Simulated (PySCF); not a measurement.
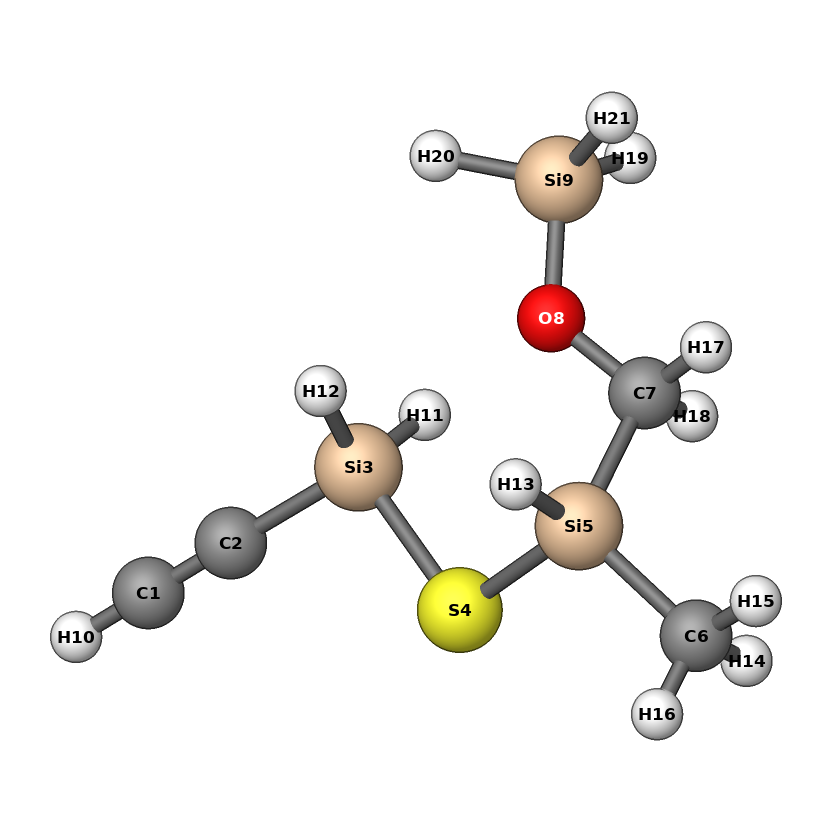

Every bond is drawn as one stick. Computed geometry: GFN2-xTB optimisation. No frequency run is at hand to confirm it as a minimum. Method: PBE0/pcSseg-1 (PySCF 2.14.0).

List the Mayer bond orders of C1–C2, C2–Si3, Si3–S4, S4–Si5, Si5–C6, Si5–C7, C7–O8, O8–Si9 (bonds between heavy atoms, one of each equivalent set).

```csv
bond,Mayer order,length (Å)
C1–C2,2.56,1.202
C2–Si3,0.92,1.848
Si3–S4,0.92,2.178
S4–Si5,1.01,2.135
Si5–C6,0.96,1.892
Si5–C7,0.88,1.910
C7–O8,0.84,1.413
O8–Si9,0.92,1.625
```

The geometry is semi-empirical. Around Si such bond lengths and angles can be off by a tenth of an ångström or more and by several degrees, and values that hang on the shape move with them.
